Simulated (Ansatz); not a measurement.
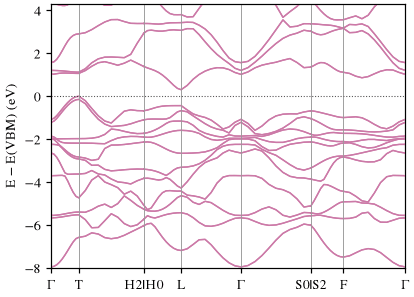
Figure. Band structure from PBEsol with spin–orbit coupling in the plane-wave PAW code Ansatz

### Question
Read off the gap and where the band edges lie.

### Answer
About 0.3 eV (0.31 eV by a search for the band edges); maximum at T, minimum at L.

The material is TaCuN2 in space group R-3m (No. 166; Ta on 3b, Cu on 3a, N on 6c).

The workflow started from a Materials Project entry (that database holds measured and hypothetical structures alike); the Crystallography Open Database files this formula in space group No. 166, but the cells were not matched. Its standing as an ambient phase is unchecked. Symmetry was held in the PBEsol relaxation; whether a distortion lowers the energy is not shown. The run is not spin-polarised.

Potentials: the later of the program's two PAW sets.
